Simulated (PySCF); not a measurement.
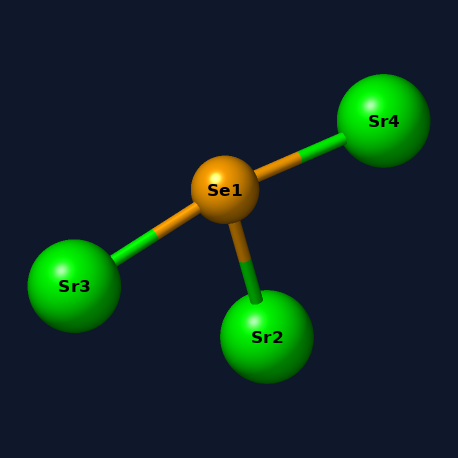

Every bond is drawn as one stick. The species has charge +1 and is a spin doublet. Computed geometry: PBE0/def2-TZVP with core potentials optimisation. Method: PBE0/def2-TZVP, core potentials on Sr (PySCF 2.14.0). The run warned: a mode under 25 cm-1 is near the numerical noise. The lowest mode came out imaginary (7i cm⁻¹), within that noise, so this shape isn't shown to be a minimum.

List the Mayer bond orders of Se1–Sr2, Se1–Sr3 (one bond of each equivalent set).

```
   bond  Mayer order  length (Å)
Se1–Sr2         0.51       2.919
Se1–Sr3         0.57       2.850
```
